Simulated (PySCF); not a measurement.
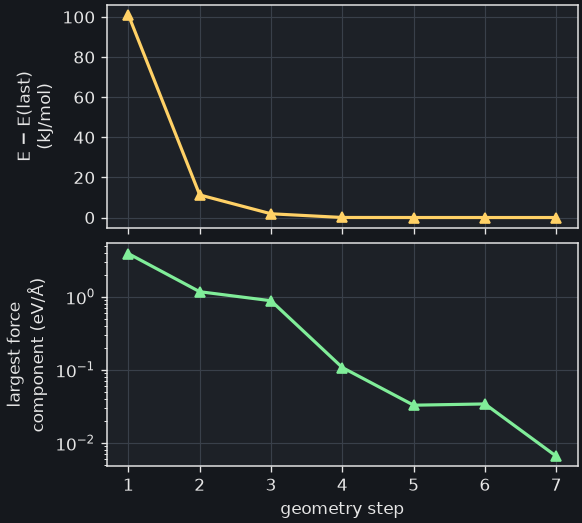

History of a geometry optimisation. The start has point group C2v, which is kept. A held symmetry can leave a saddle point.

System: SeO2F2 (SMILES [O-][Se+2]([O-])(F)F).
Method: PySCF 2.14.0, RKS-based PBE0, Se def2-TZVP, O def2-TZVP, F def2-TZVP; non-relativistic Hamiltonian; density fitting.

### How did the optimisation end?

The optimisation met its thresholds at geometry 7, counting the start as the first. The energy fell by about 100 kJ/mol from the first step to the last. The largest force component goes from about 3.9 eV/Å at the start to 7 × 10⁻³ eV/Å at the end.
